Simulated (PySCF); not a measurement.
Vertical excitations of a molecule CH₇ClGeSi from TDA-PBE/def2-SVPD run with PySCF 2.14.0, as energy in eV (oscillator strength): 6.61 (0.005), 6.68 (0.006), 6.93 (0.002), 6.98 (0.010), 7.14 (0.025), 7.25 (0.007), 7.33 (0.003), 7.41 (0.013), 7.45 (0.131), 7.48 (0.019). Lowest triplet (TDA): 6.32 eV. Geometry optimised at B3LYP-D3(BJ)/def2-SVP. One conformer was computed; it need not be the lowest.

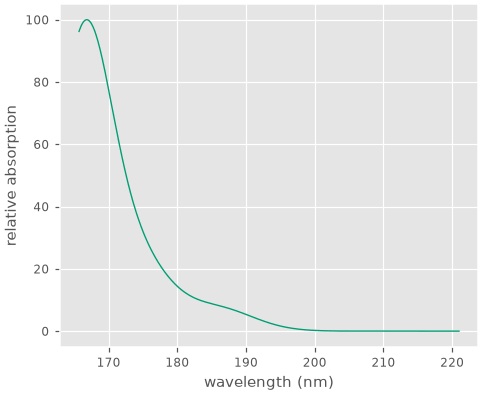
Fig. 1. The lines broadened by 0.4 eV.

Task: Identify the compound among the candidates.
(A) [SiH3][CH2][GeH2][Cl]
(B) [CH3][Ge@@H]([SiH3])[Cl]
(C) Cl[SiH2][CH2][GeH3]
(D) [CH3][GeH2][SiH2]Cl

Result: C, Cl[SiH2][CH2][GeH3]
